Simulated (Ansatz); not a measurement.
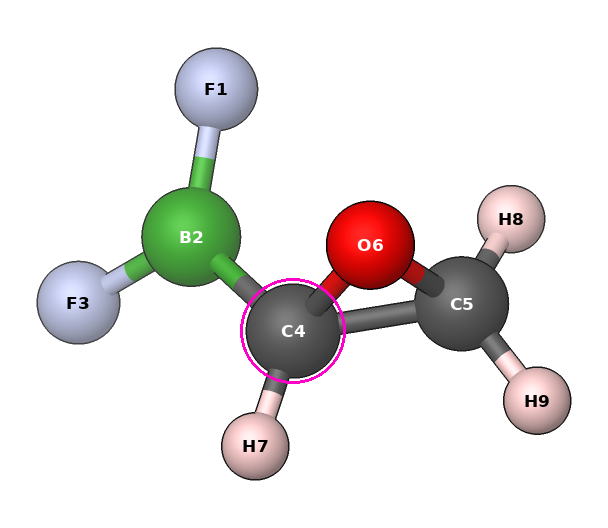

Distant atoms are faded towards the background colour. Circles mark the stereogenic atoms. The computed structure is the end point of a PBE-D4/def2-SVP optimisation. No frequency run is at hand to confirm it as a minimum.

Assign CIP descriptors.

C4: S (priorities O6 > C5 > B2 > H7).

Write the isomeric SMILES.

FB(F)[C@H]1CO1
